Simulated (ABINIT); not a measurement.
# Quasiparticle gap of BP (F-43m) in ABINIT, part 2 of 2

Wanted: ground state, empty states, screening and self-energy for BP (F-43m).

ABINIT 10.8.3; PBE and many-body steps on it, plane waves. Known limits of the many-body steps: not at the basis limit.

So far. Step 2 (Ground state): The gap is indirect, with the least direct gap 2.13 eV higher. Step 3 (Bands along the symmetry lines): The gap is 1.260 eV, −0.020 eV from the run before at this level.

## Step 4: Empty states on the mesh, 6×6×6 mesh, 140 bands

Level of this step: DFT, PBE, plane waves, norm-conserving pseudopotentials (ABINIT).

The sums over transitions need many empty states on a uniform mesh; this step solves for them.

File run.abi:

```
acell 3*1.0 Angstrom
rprim 
  0.000000000000 2.269000000000 2.269000000000
  2.269000000000 0.000000000000 2.269000000000
  2.269000000000 2.269000000000 0.000000000000
ntypat 2
znucl 5 15
natom 2
typat 1 2
xred 
  0.000000000000 0.000000000000 0.000000000000
  0.250000000000 0.250000000000 0.250000000000
pp_dirpath "pseudos"
pseudos "B.upf, P.upf"
ecut 34
ngkpt 6 6 6
nshiftk 1
shiftk 0 0 0
kptopt 1
chksymbreak 0
irdden 1
istwfk *1
nband 140
prtvol 0
optdriver 6
gwr_task "HDIAGO"
paral_kgb 0
occopt 1
indata_prefix "in"
outdata_prefix "out"
tmpdata_prefix "tmp"
```

Launch:

```bash
$ OMP_NUM_THREADS=1 mpirun -n 4 abinit run.abi > log
```

Numbers of over 12 decimals in the logs are rounded to 6 here.

Log:

```text
[banner, memory and clock lines left out]
.Version 10.8.3 of ABINIT. v10.8.2 released Aug 2026.

 Symmetries : space group F-4 3 m (#216); Bravais cF (face-center cubic)
[... echo of the input left out ...]
== DATASET  1 ==================================================================
-   mpi_nproc: 4, omp_nthreads: 1 (-1 if OMP is not activated)

--- !DatasetInfo
iteration_state: {dtset: 1, }
dimensions: {natom: 2, nkpt: 16, mband: 140, nsppol: 1, nspinor: 1, nspden: 1, mpw: 1524, }
cutoff_energies: {ecut:  34.0, pawecutdg:  -1.0, }
electrons: {nelect:   8.00000000E+00, charge:   0.00000000E+00, occopt:   1.00000000E+00, tsmear:   1.00000000E-02, }

.Using double precision arithmetic; gwpc =  8

- Reading GS density from: in_DEN

--- Pseudopotential description ------------------------------------------------
- B Generated using ONCVPSP code by D. R. Hamann
-  5.00000   3.00000  171031                  znucl, zion, pspdat
12 -101130 1 -1 1534                          pspcod,pspxc,lmax,lloc,mmax
     nproj     2     2     0
  pspatm : epsatm=    3.38844616
         --- l  ekb(1:nproj) -->
             0    8.382104    1.234201
             1   -3.719492   -0.867526
 pspatm: atomic psp has been read  and splines computed

- P Generated using ONCVPSP code by D. R. Hamann
- 15.00000   5.00000  171031                  znucl, zion, pspdat
12 -101130 2 -1 1298                          pspcod,pspxc,lmax,lloc,mmax
     nproj     2     2     2
  pspatm : epsatm=    8.05910421
         --- l  ekb(1:nproj) -->
             0    6.598722    1.052341
             1    3.369366    0.884600
             2   -3.154982   -0.827415
 pspatm: atomic psp has been read  and splines computed

   9.15804030E+01                                ecore*ucvol(ha*bohr**3)

 Total charge density [el/Bohr^3]
)     Maximum=    1.4295E-01  at reduced coord.    0.1563    0.1563    0.5313
)     Minimum=    1.0033E-03  at reduced coord.    0.2500    0.2500    0.2500
   Integrated=    8.0000E+00

 === KS gaps after direct diagonalization ===
 Indirect band gap semiconductor
 Fundamental gap:     1.347 (eV)
   VBM:     7.266 (eV) at k: [ 0.0000E+00,  0.0000E+00,  0.0000E+00]
   CBM:     8.613 (eV) at k: [ 5.0000E-01,  5.0000E-01,  0.0000E+00]
 Direct gap:         3.407 (eV) at k: [ 0.0000E+00,  0.0000E+00,  0.0000E+00]

== END DATASET(S) ==============================================================

 -outvars: echo values of variables after computation  --------
           etotal      0.0000000000E+00
            nband         140
             nkpt          16
          spgroup         216
 [... the other variables as echoed above ...]

 Calculation completed.
```

The job ended after 11 s (4 MPI ranks of Intel Xeon Platinum 8488C (Sapphire Rapids), shared host; peak memory 0.76 GiB; 42 s of CPU time).

Numbers from this step:

```yaml
gap: 1.347 eV
k_of_the_valence_top: 0, 0, 0
k_of_the_conduction_bottom: 0.5, 0.5, 0
least_direct_gap: 3.407 eV
k_points_computed: 16
lowest_point_of_the_top_converged_band_above_the_valence_top: 159.3454 eV
```

On this mesh the gap is 1.347 eV. The earlier step found 1.280 eV, so this mesh misses an edge.

## Step 5: Screening, 6×6×6 mesh, 132 bands, screening to 239.5 eV

The RPA dielectric matrix is built and inverted for each q.

This step: RPA screening on PBE, plane waves, norm-conserving pseudopotentials.

run.abi: that of step 4 with these lines changed.

```diff
@@ -20,10 +20,11 @@
 chksymbreak 0
-irdden 1
 istwfk *1
-nband 140
-prtvol 0
-optdriver 6
-gwr_task "HDIAGO"
-paral_kgb 0
 occopt 1
+irdwfk 1
+optdriver 3
+nband 132
+ecuteps 8.8
+inclvkb 2
+awtr 1
+symchi 1
 indata_prefix "in"
```

Log:

```text
.Version 10.8.3 of ABINIT. v10.8.2 released Aug 2026.

 Symmetries : space group F-4 3 m (#216); Bravais cF (face-center cubic)
[... echo of the input left out ...]
== DATASET  1 ==================================================================
-   mpi_nproc: 4, omp_nthreads: 1 (-1 if OMP is not activated)

--- !DatasetInfo
iteration_state: {dtset: 1, }
dimensions: {natom: 2, nkpt: 16, mband: 132, nsppol: 1, nspinor: 1, nspden: 1, mpw: 1524, }
cutoff_energies: {ecut:  34.0, pawecutdg:  -1.0, }
electrons: {nelect:   8.00000000E+00, charge:   0.00000000E+00, occopt:   1.00000000E+00, tsmear:   1.00000000E-02, }

 SCREENING: Calculation of the susceptibility and dielectric matrices

 Based on a program developped by R.W. Godby, V. Olevano, G. Onida, and L. Reining.
 Incorporated in ABINIT by V. Olevano, G.-M. Rignanese, and M. Torrent.
.Using double precision arithmetic ; gwpc =  8

[... cell and pseudopotentials left out ...]
--------------------------------------------------------------------------------

 ==== K-mesh for the wavefunctions ====
 Number of points in the irreducible wedge :    16
[... list of points left out ...]
 Together with 24 symmetry operations and time-reversal symmetry
 yields   216 points in the full Brillouin Zone.

 ==== Q-mesh for the screening function ====
 Number of points in the irreducible wedge :    16
[... list of points left out ...]
 Together with 24 symmetry operations and time-reversal symmetry
 yields   216 points in the full Brillouin Zone.

 setmesh: FFT mesh size selected  =    24x   24x   24
          total number of points  =        13824

 vcoul_init : cutoff-mode = AUXILIARY_FUNCTION
 q-points for optical limit:   1
     1)      0.000010    0.000020    0.000030

- screening: taking advantage of time-reversal symmetry
- Maximum band index for partially occupied states nbvw = 4
- Remaining bands to be divided among processors   nbcw = 128
- Number of bands treated by each node ~32

 Number of electrons calculated from density =    8.0000; Expected =    8.0000
 average of density, n =  0.050741
 r_s =    1.6757
 omega_plasma =   21.7288 [eV]

 calculating chi0 at frequencies [eV] :
  1    0.000000E+00    0.000000E+00
  2    0.000000E+00    2.172879E+01

--------------------------------------------------------------------------------
  q-point number  1        q = ( 0.000000, 0.000000, 0.000000) [r.l.u.]
--------------------------------------------------------------------------------
[... chi0 elements left out ...]
 For q-point:  0.000010 0.000020 0.000030
  dielectric constant =   9.7381
  dielectric constant without local fields =  10.6502

  Average fulfillment of the sum rule on Im[epsilon] for q-point    1 :     93.34  [%]
[... wings left out ...]
  q-point number  2        q = ( 0.166667, 0.000000, 0.000000) [r.l.u.]
--------------------------------------------------------------------------------
[... chi0 elements left out ...]
  Average fulfillment of the sum rule on Im[epsilon] for q-point    2 :     95.40  [%]

 [... 14 further q-points ...]
```

Run time: 66 s. Hardware: 4 MPI ranks; peak memory 0.92 GiB; 4.4 min of CPU time.

Numbers from this step:

```yaml
eps_infinity_with_local_fields_on_this_mesh_along_the_program_s_q_direction: 9.738
the_same_without_local_fields: 10.65
plasma_frequency: 21.73 eV
plane_waves_in_the_screening_matrix: 181
```

Local fields lower ε∞ by 9 %.

## Step 6: Self-energy, 6×6×6 mesh, 132 bands, screening to 239.5 eV

The self-energy is evaluated for the states that the input lists, and the levels follow from it, in one-shot runs by the linearised quasiparticle equation.

This step: G0W0 on PBE, plane waves, norm-conserving pseudopotentials.

run.abi: that of step 5 with these lines changed.

```diff
@@ -23,8 +23,17 @@
 irdwfk 1
-optdriver 3
+optdriver 4
 nband 132
+gwcalctyp 0
+ecutsigx 34
+symsigma 1
+nkptgw 2
+kptgw 
+  0.0000000000 0.0000000000 0.0000000000
+  0.5000000000 0.5000000000 0.0000000000
+bdgw 
+  2 7
+  3 6
 ecuteps 8.8
-inclvkb 2
-awtr 1
-symchi 1
+irdscr 1
+ppmodel 1
 indata_prefix "in"
```

Log:

```text
.Version 10.8.3 of ABINIT. v10.8.2 released Aug 2026.

 Symmetries : space group F-4 3 m (#216); Bravais cF (face-center cubic)
[... echo of the input left out ...]
== DATASET  1 ==================================================================
-   mpi_nproc: 4, omp_nthreads: 1 (-1 if OMP is not activated)

--- !DatasetInfo
iteration_state: {dtset: 1, }
dimensions: {natom: 2, nkpt: 16, mband: 132, nsppol: 1, nspinor: 1, nspden: 1, mpw: 1524, }
cutoff_energies: {ecut:  34.0, pawecutdg:  -1.0, }
electrons: {nelect:   8.00000000E+00, charge:   0.00000000E+00, occopt:   1.00000000E+00, tsmear:   1.00000000E-02, }

 SIGMA: Calculation of the GW corrections

 Based on a program developped by R.W. Godby, V. Olevano, G. Onida, and L. Reining.
 Incorporated in ABINIT by V. Olevano, G.-M. Rignanese, and M. Torrent.
.Using double precision arithmetic ; gwpc =  8

[... cell and pseudopotentials left out ...]
--------------------------------------------------------------------------------

 ==== K-mesh for the wavefunctions ====
 Number of points in the irreducible wedge :    16
[... list of points left out ...]
 Together with 24 symmetry operations and time-reversal symmetry
 yields   216 points in the full Brillouin Zone.

 ==== Q-mesh for screening function ====
 Number of points in the irreducible wedge :    16
[... list of points left out ...]
 Together with 24 symmetry operations and time-reversal symmetry
 yields   216 points in the full Brillouin Zone.

 vcoul_init : cutoff-mode = AUXILIARY_FUNCTION
 q-points for optical limit:   1
     1)      0.000010    0.000020    0.000030
 setmesh: FFT mesh size selected  =    32x   32x   32
          total number of points  =        32768

 Number of electrons calculated from density =    8.0000; Expected =    8.0000
 average of density, n =  0.050741
 r_s =    1.6757
 omega_plasma =   21.7288 [eV]

 === KS Band Gaps ===
  >>>> For spin  1
   Minimum direct gap =   3.4068 [eV], located at k-point      :   0.0000  0.0000  0.0000
   Fundamental gap    =   1.3473 [eV], Top of valence bands at :   0.0000  0.0000  0.0000
                                       Bottom of conduction at :   0.5000  0.5000  0.0000
 SIGMA fundamental parameters:
 PLASMON POLE MODEL  1
 number of plane-waves for SigmaX                 1459
 number of plane-waves for SigmaC and W            181
 number of plane-waves for wavefunctions          1459
 number of bands                                   132
 number of independent spin polarizations            1
 number of spinorial components                      1
 number of k-points in IBZ                          16
 number of q-points in IBZ                          16
 number of symmetry operations                      24
 number of k-points in BZ                          216
 number of q-points in BZ                          216
 number of frequencies for dSigma/dE                 9
 frequency step for dSigma/dE [eV]                0.25
 number of omega for Sigma on real axis              0
 max omega for Sigma on real axis  [eV]           0.00
 zcut for avoiding poles [eV]                     0.10

 EPSILON^-1 parameters (SCR file):
 dimension of the eps^-1 matrix on file            181
 dimension of the eps^-1 matrix used               181
 number of plane-waves for wavefunctions          1459
 number of bands                                   132
 number of q-points in IBZ                          16
 number of frequencies                               2
 number of real frequencies                          1
 number of imag frequencies                          1

 matrix elements of self-energy operator (all in [eV])

 Perturbative Calculation

--- !SelfEnergy_ee
iteration_state: {dtset: 1, }
kpoint     : [   0.000,    0.000,    0.000, ]
spin       : 1
KS_gap     :    3.407
QP_gap     :    4.279
Delta_QP_KS:    0.873
data: !SigmaeeData |
     Band     E0 <VxcDFT>   SigX SigC(E0)      Z dSigC/dE  Sig(E)    E-E0       E
        2   7.266 -13.300 -15.048   0.932   0.791  -0.264 -13.946  -0.646   6.619
        3   7.266 -13.300 -15.048   0.932   0.791  -0.264 -13.946  -0.646   6.619
        4   7.266 -13.300 -15.048   0.932   0.791  -0.264 -13.946  -0.646   6.619
        5  10.672 -12.025  -7.238  -4.502   0.793  -0.261 -11.799   0.226  10.899
        6  10.672 -12.025  -7.238  -4.502   0.793  -0.261 -11.799   0.226  10.899
        7  10.672 -12.025  -7.238  -4.502   0.793  -0.261 -11.799   0.226  10.899

--- !SelfEnergy_ee
iteration_state: {dtset: 1, }
kpoint     : [   0.500,    0.500,    0.000, ]
spin       : 1
KS_gap     :    5.461
QP_gap     :    6.356
Delta_QP_KS:    0.895
data: !SigmaeeData |
     Band     E0 <VxcDFT>   SigX SigC(E0)      Z dSigC/dE  Sig(E)    E-E0       E
        3   3.152 -12.497 -15.992   2.427   0.773  -0.294 -13.322  -0.825   2.327
        4   3.152 -12.497 -15.992   2.427   0.773  -0.294 -13.322  -0.825   2.327
        5   8.613 -10.826  -6.523  -4.217   0.805  -0.243 -10.757   0.069   8.682
        6   8.933 -10.680  -6.271  -4.257   0.809  -0.236 -10.557   0.123   9.056

== END DATASET(S) ==============================================================
================================================================================

 -outvars: echo values of variables after computation  --------
           etotal      0.0000000000E+00
            nband         132
             nkpt          16
          spgroup         216
 [... the other variables as echoed above ...]

 Calculation completed.
```

Wall time 15 s (4 MPI ranks); peak memory 0.95 GiB; 58 s of CPU time.

This step gave:

```yaml
g0w0_gap_on_the_points_computed: 2.063 eV
starting_gap_on_the_mesh: 1.347 eV
k_of_the_valence_top: 0, 0, 0
k_of_the_conduction_bottom: 0.5, 0.5, 0
z_at_the_valence_top: 0.791
z_at_the_conduction_bottom: 0.805
least_direct_g0w0_gap_on_the_computed_points: 4.280 eV
```

The gap on the mesh goes from 1.35 eV to 2.06 eV, a correction of +0.72 eV. The start differs from the 1.28 eV found before because the two sample other k points.

Limits: finite bands, cutoff and mesh. v1 is the top filled band, c1 the lowest empty one. Levels before and after the correction, in eV, zero at the valence-band top of each column:

```csv
,conduction bottom,valence top
Kohn-Sham,1.35,0.00
G0W0,2.06,0.00
```

```
                       level  energy (eV)
Kohn-Sham            Γ v3-v1        0.000
Kohn-Sham            Γ c1-c3        3.407
Kohn-Sham  (0.5 0.5 0) v2-v1       -4.114
Kohn-Sham     (0.5 0.5 0) c1        1.347
Kohn-Sham     (0.5 0.5 0) c2        1.667
     G0W0            Γ v3-v1        0.000
     G0W0            Γ c1-c3        4.280
     G0W0  (0.5 0.5 0) v2-v1       -4.292
     G0W0     (0.5 0.5 0) c1        2.063
     G0W0     (0.5 0.5 0) c2        2.437
```

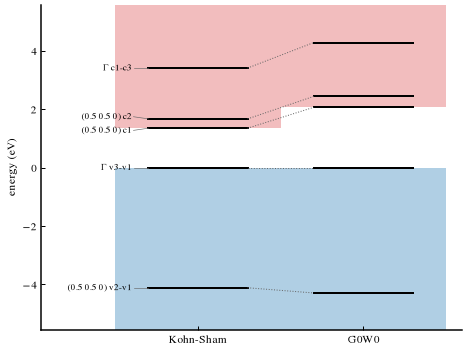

Levels before and after the correction. Shaded: valence and conduction bands.

## Step 7: Where the time went

Times are wall times on 4 MPI ranks of Intel Xeon Platinum 8488C (Sapphire Rapids), shared host, good to a factor of about two.

```csv
step,time,share,memory (GiB)
ground state,4.1 s,4 %,0.29
bands along the symmetry lines,5 s,5 %,0.27
empty states on the mesh,11 s,11 %,0.76
screening,66 s,66 %,0.92
self-energy,15 s,15 %,0.95
```

## Step 8: Outcome

```yaml
pbe_gap: 1.26 eV, indirect
g0w0_gap_on_the_mesh: 2.06 eV
g0w0_gap_over_the_zone_rigid_shift: 1.98 eV
gw_settings: 6×6×6 mesh, 132 bands, screening to 239.5 eV, Godby-Needs plasmon pole
known_limits: not at the basis limit
```

What this shows: G0W0 moves the gap on the mesh from 1.35 eV to 2.06 eV (+0.72 eV), with Z of 0.79 and 0.81 at the edges. The mesh misses the band edges by 0.09 eV in all; a rigid shift gives 1.98 eV for the zone. Local fields lower the RPA ε∞ on this mesh from 10.65 to 9.74. Only 2 of the mesh's irreducible points were corrected, so a valley elsewhere could overtake. The dearest step here is «screening». Bands and cutoff are finite, so the gap is not at the basis limit. The miss can reach some tenths of an eV and take either sign; the mesh is an error of its own. In the G0W0 run levels were corrected at 2 k points alone, so a gap called «on the mesh» is the least over those, and an edge elsewhere would be missed. A denser mesh or path gives a starting gap of 1.26 eV: the GW mesh misses a band edge, so its gaps are not the fundamental one.

[Paths, hosts, dates, memory and timing lines, banners, echoed tables and standing remarks are left out of the program output.]

[Logs are printed without paths, hosts, clocks, repeated set-up lines and the standing remarks that a program may print on its own settings, such as how far it seeks lower states.]

[Runs of the session that timed out or met a known fault of the program may be left out.]

[Hosts, paths, dates, database ids (printed as entryN), source tags and the programs' standing remarks are cut or masked in the printed files.]

[G0W0 gaps are taken among the corrected bands and points alone; a level outside them can change the order at an edge.]

[Where Ansatz stands beside ABINIT at settings called matched, ABINIT's density can come from a denser mesh and the files from another edition; pairs whose starting gaps differed by over 0.03 eV were left out, so agreement reads better than it is.]
